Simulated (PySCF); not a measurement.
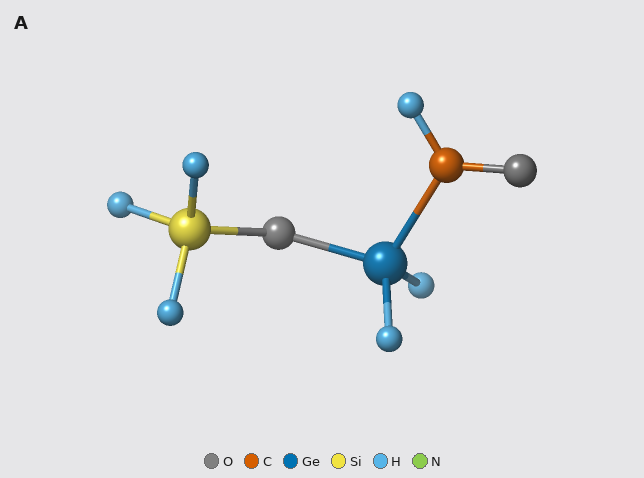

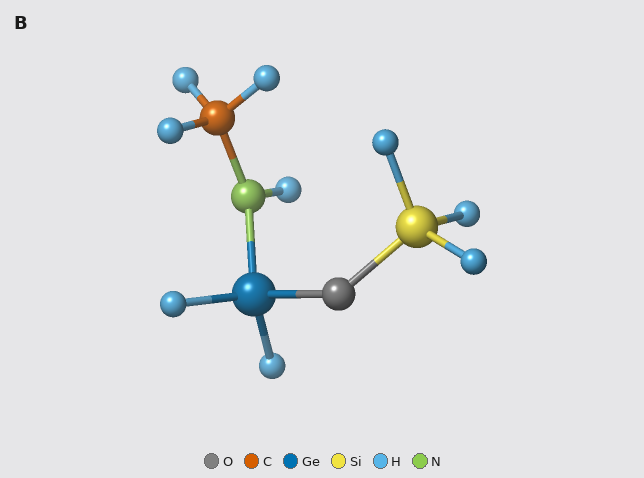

Two related species, optimised with PBE0-D3(BJ)/def2-SVP; properties computed with PySCF 2.14.0. Both: charge 0, singlet.

Question: Identify both.

Answer: A is CH6GeO2Si, B is CH9GeNOSi.

Compare them. With CAM-B3LYP/def2-SVPD: dipole moment (D), HOMO–LUMO gap (eV), HOMO energy (Kohn–Sham orbital) (eV), lowest vertical singlet excitation (eV), mean static polarisability (bohr³). With PBE0-D3(BJ)/def2-SVP: mean Si–H length (Å), mean Si–O length (Å).

| quantity | A | B |
| --- | --- | --- |
| dipole moment (D) | 1.38 | 1.70 |
| HOMO–LUMO gap (eV) | 7.98 | 9.33 |
| HOMO energy (Kohn–Sham orbital) (eV) | −8.67 | −8.40 |
| lowest vertical singlet excitation (eV) | 3.28 | 6.09 |
| mean static polarisability (bohr³) | 75.3 | 80.1 |
| mean Si–H length (Å) | 1.495 | 1.496 |
| mean Si–O length (Å) | 1.657 | 1.654 |

Each is one conformer, and no frequency run is at hand to confirm it as a minimum.
